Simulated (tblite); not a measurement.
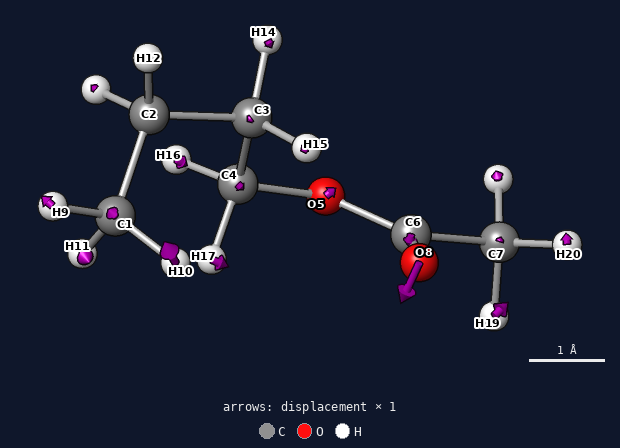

A relaxation of C$_{6}$H$_{12}$O$_{2}$. The starting structure is drawn; purple arrows show the displacements, at their true length. The two geometries are superimposed by the best rigid fit.

Style: ball-and-stick. Shown at a tilt.

Theory: GFN2-xTB geometry optimisation, gas phase in tblite 0.8.0. 

> Atoms of which element are displaced furthest, and by how much?

Oxygen: up to 0.71 Å, against 0.50 Å for hydrogen.

> What did the optimiser do to the structure, and how much energy did it gain?

The atom that moves furthest after the best rigid fit is an O atom (0.71 Å). Largest moves by element: O 0.71 Å, H 0.50 Å, C 0.20 Å. Among the contacts that change: C–O 1.248 → 1.203 Å, C–H 1.137 → 1.094 Å, C–O 1.370 → 1.337 Å, C–H 1.116 → 1.093 Å. Among the angles between lasting bonds that change: C–C–C 105.1° → 112.7°, H–C–H 103.2° → 110.2°, H–C–H 113.8° → 108.1°. Groups turn about C–O by about 25°, C–C by about 20°. The energy falls by 57.2 kJ/mol in 77 geometry steps.
